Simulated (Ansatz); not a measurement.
System: HPSi2.

The calculation's input:

```
crystal:
  periodic: [false, false, false]
  atoms:
    - {symbol: P, position_ang: [1.097142, -0.766639, -0.974133]}
    - {symbol: Si, position_ang: [-0.925700, 0.014391, -1.114990]}
    - {symbol: Si, position_ang: [0.294295, -0.793011, 1.044900]}
    - {symbol: H, position_ang: [-1.201417, -0.152751, 0.553673]}
basis:
  gaussian:
    orbitals: def2-TZVPD
hamiltonian:
  xc: {name: PBE0}
output: {forces: true, orbitals: {seedname: orbitals}}
```

Command:

```sh
ansatz run input.yaml --threads 1 --pin off --max-ram 2610MiB --events-out events.jsonl --progress --plain --runs-dir runs
```

Geometry: B3LYP/6-31G*.

Computed with Ansatz, isolated molecule in a Gaussian basis; Kohn-Sham density functional theory, functional PBE0.

> What can the converged electron density and electron localisation function tell about the bonding?

Si–P (2.17 Å): ρ at the midpoint is about 0.74 e/Å³, with its minimum of 0.66 e/Å³ about 0.8 Å from Si; the ELF peaks at about 0.85 between the atoms; a shared electron pair.
Si–H (1.70 Å): ρ is about 0.53 e/Å³ halfway; the ELF climbs to about 1 towards the hydrogen, as it does in any bond to H.

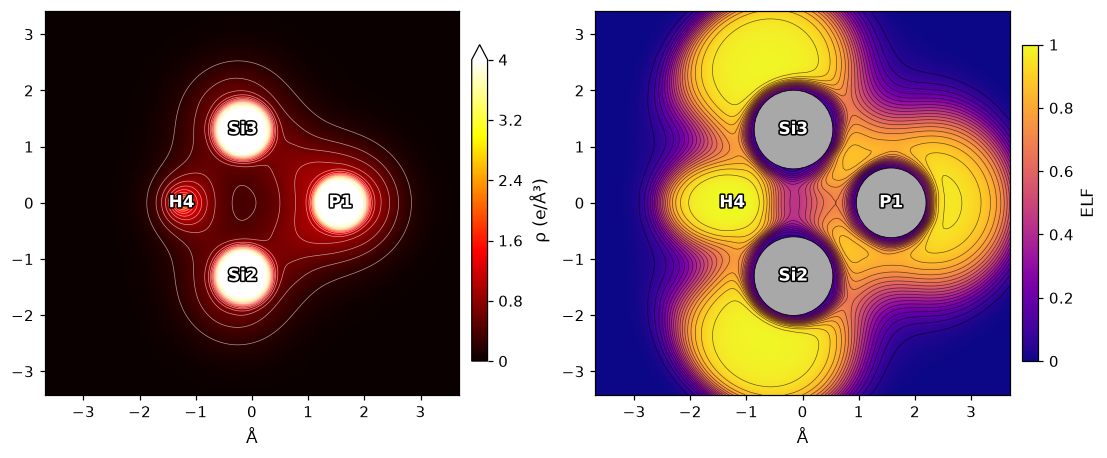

Computed electron density and electron localisation function on the molecular plane, in this order. Grey discs cover the atomic cores in the ELF map. 
